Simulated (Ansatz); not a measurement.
One crystal and one scan (scan of one atom of the cell) at two levels, PBE (plane waves to 420 eV, PAW, scalar-relativistic; Ansatz, a first-principles code) and r2SCAN (plane waves to 500 eV, PAW, scalar-relativistic; Ansatz), each from its own relaxed cell and on its own mesh. The cell shown is that of PBE.

Relaxed HfO2 (fluorite):

```xyz
6
Lattice="0.0000 5.0976 5.0976 2.5488 0.0000 2.5488 2.5488 2.5488 0.0000" Properties=species:S:1:pos:R:3 pbc="T T T"
Hf     0.0000     0.0000     0.0000
Hf     0.0000     2.5488     2.5488
O      1.2744     1.2744     1.2744
O      1.2744     3.8232     3.8232
O      3.8232     3.8232     3.8232
O      3.8232     6.3720     6.3720
```

In this cell atom 5 (O, nearest neighbour Hf at 2.207 Å; its periodic images, 3.6 Å or more away, move with it) is moved by s along Cartesian [110], unit vector (0.707, 0.707, 0.000); all other atoms and the cell stay fixed.

Energies are smeared free energies. HfO2 is run without spin polarisation. HfO2 was relaxed with its symmetry unable to fall. Spin-orbit coupling is left out, though Hf is heavy. This is a high-temperature form of HfO2. (PBE) Left out: 4 of 11 points, with atoms too close for the PAW data. (r2SCAN) Left out: 4 of 11 points, with atoms too close for the PAW data. Percentages come from the unrounded values. Both scans cover s from -0.396 to 0.396 Å.

```tsv
quantity	PBE	r2SCAN	PBE − r2SCAN
Lattice constant a (Å)	5.098	5.058	+0.040 (+0.8 %)
Energy at s = 0.396 Å (meV/cell)	955	1061	-106 (-10 %)
Force along the line at s = -0.396 Å (eV/Å)	5.233	5.790	-0.557 (-9.6 %)
Force constant k = d²E/ds² at s = 0 (finite differences) (eV/Å²)	11.12	12.41	-1.29 (-10 %)
```

PBE gives the higher value for: lattice constant a. PBE gives the lower value for: energy at s = 0.396 Å; force along the line at s = -0.396 Å; force constant k = d²E/ds² at s = 0. Both give the same symmetry of the curve: even: the same for both signs.

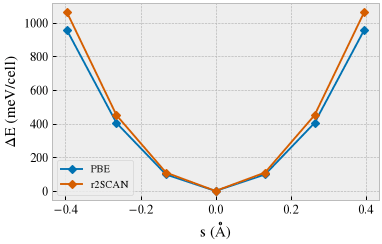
Fig. 1. ΔE, each from the undisplaced structure of its own level.

(A displaced cell: forces are minus the slopes of the energy, force constants its curvatures, and phonons follow from these.)
